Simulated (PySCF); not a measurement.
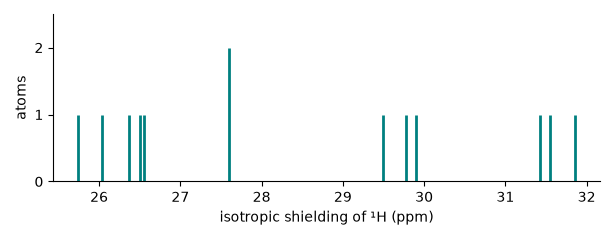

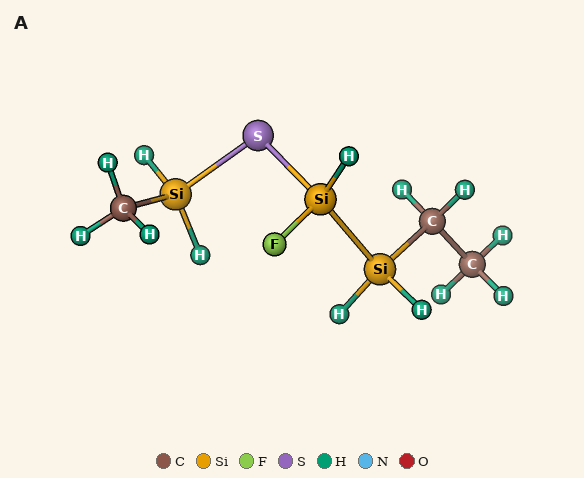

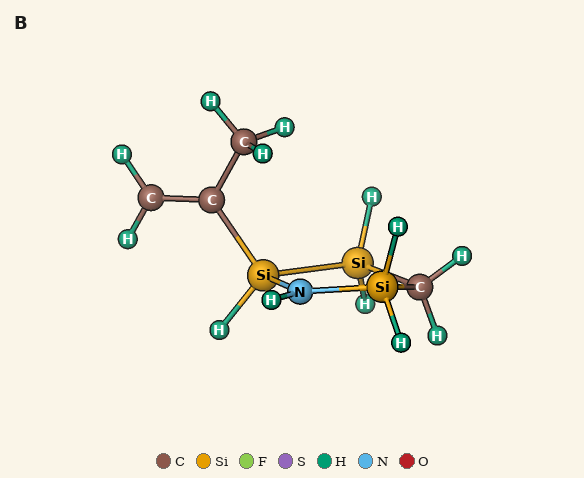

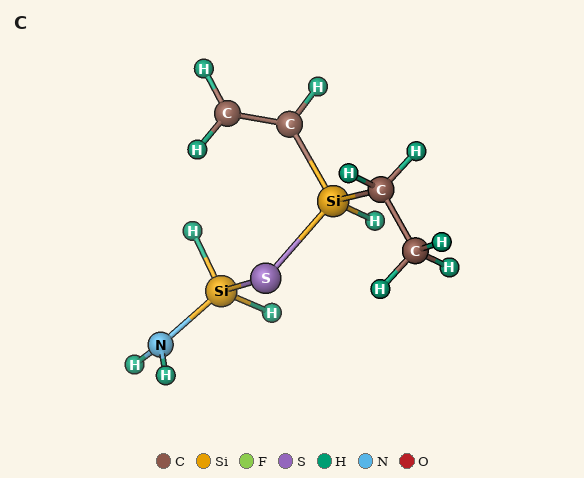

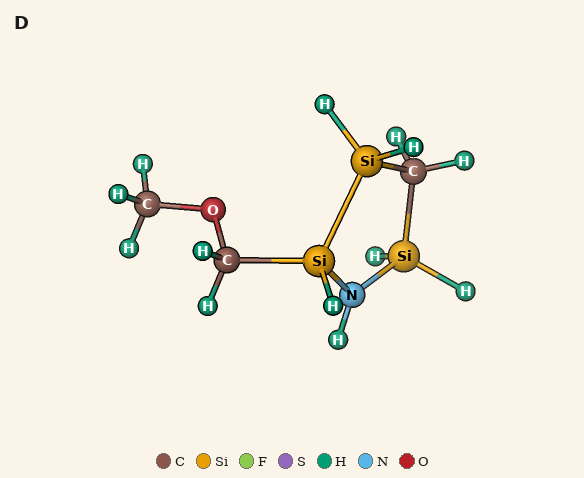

The sticks are computed shieldings of one of the molecules, for one fixed geometry (GFN2-xTB) without averaging over rotations. Low shielding means a high chemical shift. Method: GIAO PBE0/pcSseg-1 NMR shielding, non-relativistic, gas phase (PySCF 2.14.0).

Question: Which molecule gives this pattern?

Answer: B, `C=C(C)[Si@@H]1N[SiH2]C[SiH2]1`. Its 13 H atoms give lines at 25.74, 26.03, 26.37, 26.50, 26.55, 27.60 (2 atoms), 29.49, 29.78, 29.90, 31.43, 31.55, 31.86 ppm.

The geometry is semi-empirical. Around Si such bond lengths and angles can be off by a tenth of an ångström or more and by several degrees, and values that hang on the shape move with them.
